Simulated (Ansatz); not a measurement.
The starting structures come from a database of crystals and need not be the phases stable at ambient conditions.

 Where the default PAW files enter, the runs use the earlier of Ansatz's two default sets.

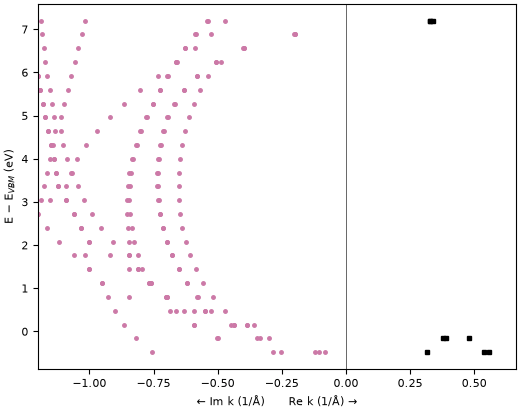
Complex bands at the centre of the two-dimensional zone; Ansatz (a program for electronic structure) with r2SCAN

The gap is the functional's own. No spin-orbit coupling. Mid-gap values are interpolated on the energy grid.

This is ScF$_{3}$ (R-3c, not sure to be the ambient phase, 8 atoms a cell, 16.4 Å³ an atom) along the normal of (101). Read off the slowest decay at the centre of the two-dimensional zone at 3.36 eV, the computed energy nearest the middle of the gap.

κ ≈ 0.65 1/Å, a decay length 1/(2κ) of the density of 0.77 Å.
